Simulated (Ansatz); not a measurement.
Input file:

```
crystal:
  periodic: [false, false, false]
  atoms:
    - {symbol: Si, position_ang: [-0.594581, 2.325609, -0.947683]}
    - {symbol: In, position_ang: [0.041538, -0.017729, -0.064075]}
    - {symbol: Si, position_ang: [2.122302, -0.302775, 1.441376]}
    - {symbol: Si, position_ang: [-1.486419, -2.044156, -0.549074]}
    - {symbol: H, position_ang: [-1.373611, 2.267906, -2.215853]}
    - {symbol: H, position_ang: [-1.447642, 3.003928, 0.071560]}
    - {symbol: H, position_ang: [0.596541, 3.189463, -1.179452]}
    - {symbol: H, position_ang: [2.715026, -1.665861, 1.345013]}
    - {symbol: H, position_ang: [3.192021, 0.685971, 1.130402]}
    - {symbol: H, position_ang: [1.715892, -0.090715, 2.861426]}
    - {symbol: H, position_ang: [-0.736417, -3.330814, -0.574972]}
    - {symbol: H, position_ang: [-2.506237, -2.142383, 0.535832]}
    - {symbol: H, position_ang: [-2.218115, -1.913143, -1.839800]}
basis:
  gaussian: {orbitals: def2-TZVPP}
hamiltonian: {xc: pbe0, dispersion: d4}
output: {orbitals: {seedname: orbitals}}
```

Launched as:

```sh
ansatz run in.yaml --threads 2 --pin off --events-out ev --progress --plain --max-ram 32768MiB --backend cuda --devices 0, --max-vram 18GiB
```

Geometry: PBE0-D4/def2-TZVP; core potentials replace the inner electrons of In.

Computed with RKS PBE0-D4/def2-TZVPP (Ansatz).

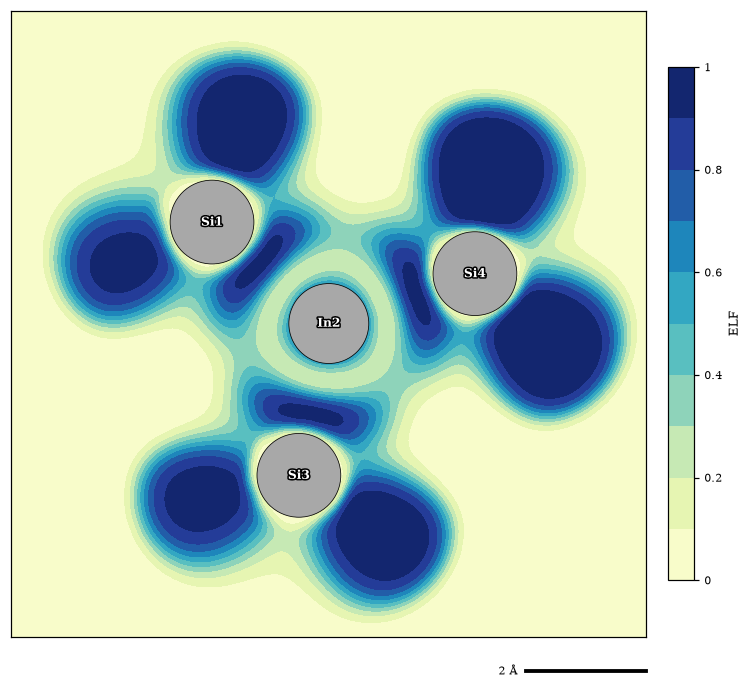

H$_{9}$InSi$_{3}$. ELF on the plane of atoms Si1, In2 and Si3. Grey discs cover the atomic cores.

**Describe what can be read from this map.**

The section cuts through Si and In sites. In–Si (2.58 Å): the ELF peaks at about 0.95 between the atoms, as expected for localised, covalent bonding.
